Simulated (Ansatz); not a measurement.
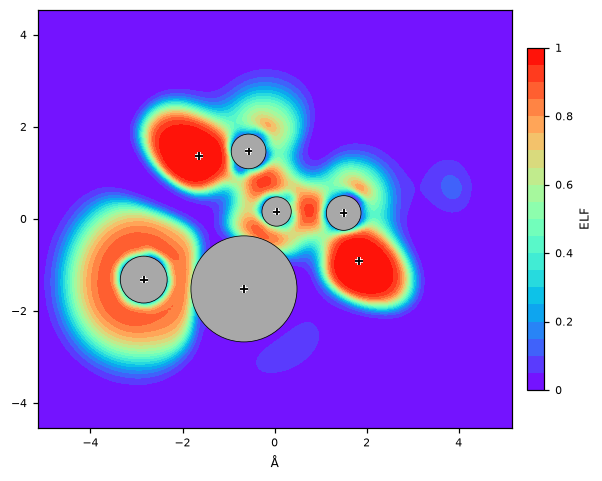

The electron localisation function on a plane through atoms (crosses mark nuclei in the plane; grey discs cover the cores).

Theory: RKS PBE0-D4/def2-TZVPP in Ansatz 0.2.0.

Candidates:
A. C5H8ClCuN2 (SMILES Cn1ccn(C)[c+]1[Cu-][Cl])
B. C3H8Cl3NTi
C. C5H12N2Sn (SMILES CC1=[N+](C)[Sn-]([CH3])[N]1C)

Which candidate gave the map?

Answer. Candidate B: C3H8Cl3NTi on the plane of atoms N3, C2 and Ti5, which holds C, N, Ti, Cl and H. C–N (1.44 Å): the ELF peaks at about 0.90 between the atoms: localised, covalent bonding. Ti–N (1.82 Å): the ELF peaks at about 0.85 in the valence shell of N, 0.6 Å from its nucleus, and is about 0.35 at the midpoint.
